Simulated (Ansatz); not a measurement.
FH4NSi···H2···HF

Input file:

```
crystal:
  periodic: [false, false, false]
  atoms:
    - {symbol: Si, position_ang: [-0.825142, -0.921424, -0.750936]}
    - {symbol: H, position_ang: [1.560211, 0.274139, 2.374670]}
    - {symbol: H, position_ang: [-2.024499, -1.279192, -1.534290]}
    - {symbol: H, position_ang: [-0.074477, -2.069086, -0.205368]}
    - {symbol: N, position_ang: [-1.258096, 0.130194, 0.495507]}
    - {symbol: H, position_ang: [1.366629, 0.888749, -1.214278]}
    - {symbol: F, position_ang: [0.193388, -0.248359, -1.831906]}
    - {symbol: H, position_ang: [1.735441, 0.608260, 1.728256]}
    - {symbol: F, position_ang: [1.906618, 1.412735, -0.665361]}
    - {symbol: H, position_ang: [-0.608472, 0.374016, 1.226141]}
    - {symbol: H, position_ang: [-1.971699, 0.830068, 0.377664]}
basis:
  gaussian: {orbitals: def2-TZVPP}
hamiltonian: {xc: pbe0, dispersion: d4}
output: {orbitals: {seedname: orbitals}}
```

Command:

```sh
ansatz run in.yaml --threads 4 --pin off --events-out ev --progress --plain --max-ram 9574MiB
```

The product side of a reaction path; geometry: PBE0-D4/def2-TZVP.

Method: RKS PBE0-D4/def2-TZVPP (Ansatz 0.2.0).

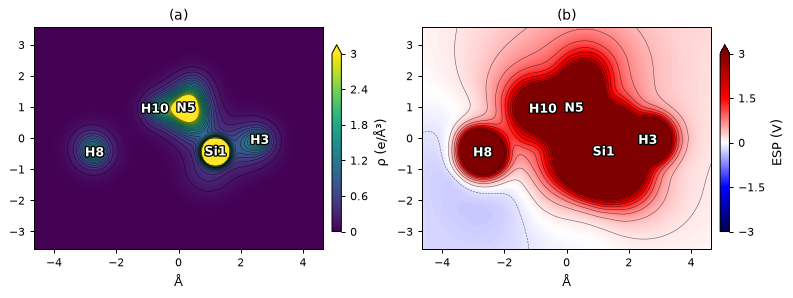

Figure 1. (a) total electron density; (b) molecular electrostatic potential on the plane of atoms H3, Si1 and N5.

**What does the map show?**

Atoms in the plane: Si, H and N. Si–N (1.69 Å): ρ is about 1.2 e/Å³ halfway. N–H (1.01 Å): ρ is about 2.9 e/Å³ halfway. Si–H (1.48 Å): the density is about 0.85 e/Å³ at the midpoint. Outside the dense part of the complex the potential is most negative (−0.3 V) near H8.

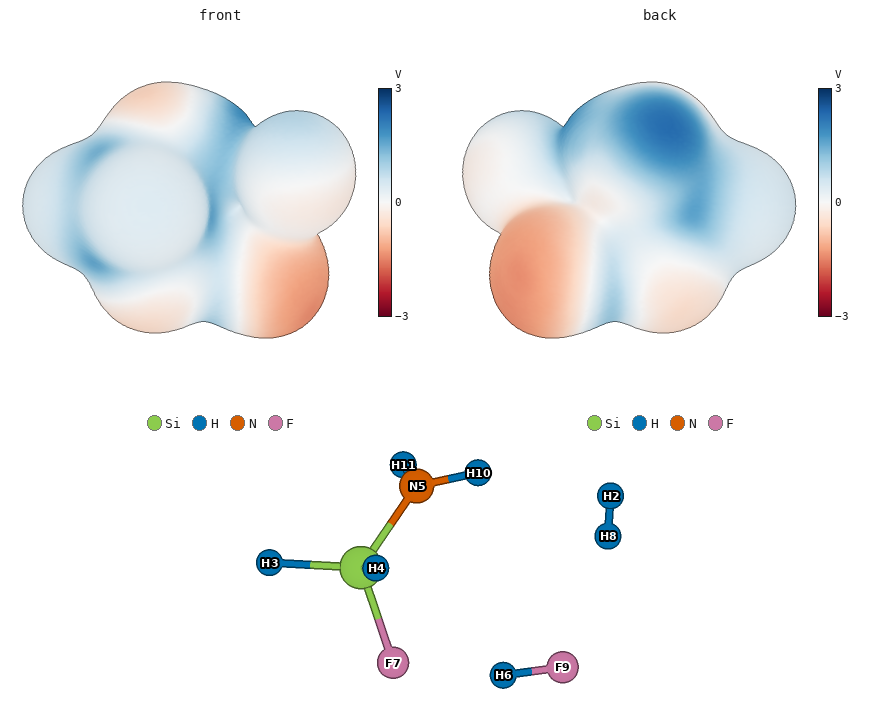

Figure 2. The molecular electrostatic potential painted on the density surface at 0.002 e/bohr³, seen from the front and from behind; the colour scale runs from red (negative) to blue (positive). The bare structure is drawn below in the same view.

**Which sites attract a positive test charge, and which a negative one?**

A positive charge is drawn to the negative regions and a negative charge to the positive ones. The most negative region (about −1.4 V) lies over F9, the most positive (about +2.2 V) over H11.

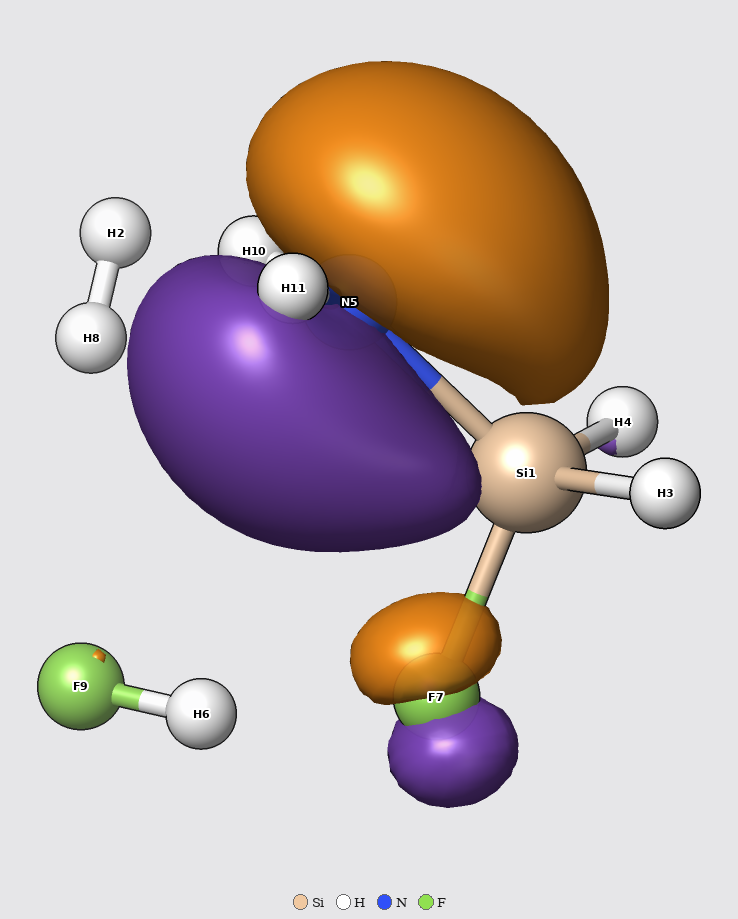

Figure 3. The HOMO at ±0.1 Å⁻³ᐟ² (orange and purple are the two phases), seen at an oblique angle.

**Where does this orbital lie, and at what energy?**

By Hirshfeld shares it lies mainly on N5 (about 70 %); largely a lone pair of N5. Its energy is −8.48 eV.
